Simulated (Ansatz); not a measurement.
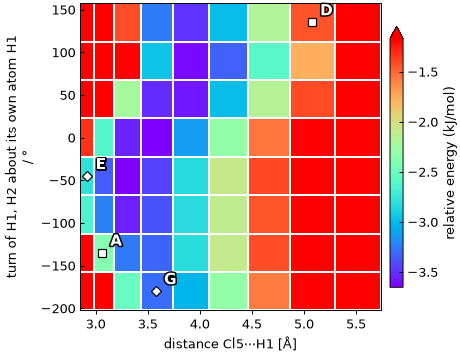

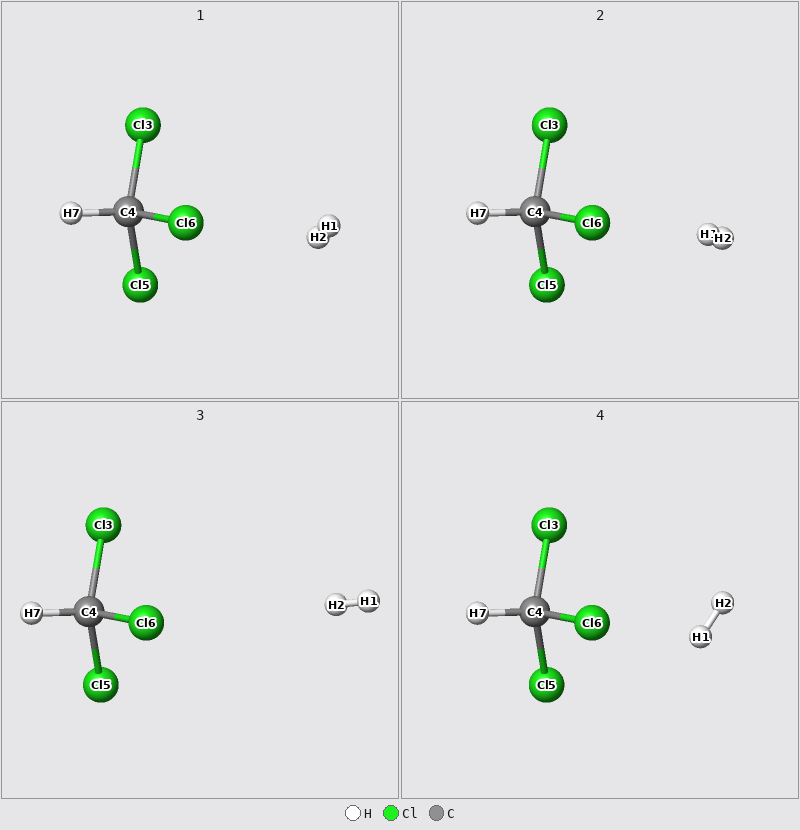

The pair H₂···CHCl₃. 
- The turn is about an axis along (0.90, −0.40, 0.17) in the frame of the relaxed pair, normal to the line between the partners.
- First axis: distance Cl5···H1. Second axis: turn of H1, H2 about its own atom H1.
- Grid: 9 × 8 points.
- Points are written as (first, second).
- Energies: kJ/mol, counted from the two partners far apart, frozen as in the relaxed pair, each in its own basis (no counterpoise correction).
- These are results of RKS PBE0-D4/def2-SVPD (Ansatz), not measurements.

Drawn: one coloured cell a grid point, one colour for all values above the top of the scale, lettered points. The numbered pictures are the structures at these points, in random order.

Question: Which structure belongs to which point?

Answer: A is structure 2: (3.060 Å, −135°), −2.38 kJ/mol; D is structure 3: (5.075 Å, 135°), −1.44 kJ/mol; E is structure 4: (2.918 Å, −45°), −2.80 kJ/mol; G is structure 1: (3.577 Å, −180°), −3.30 kJ/mol.
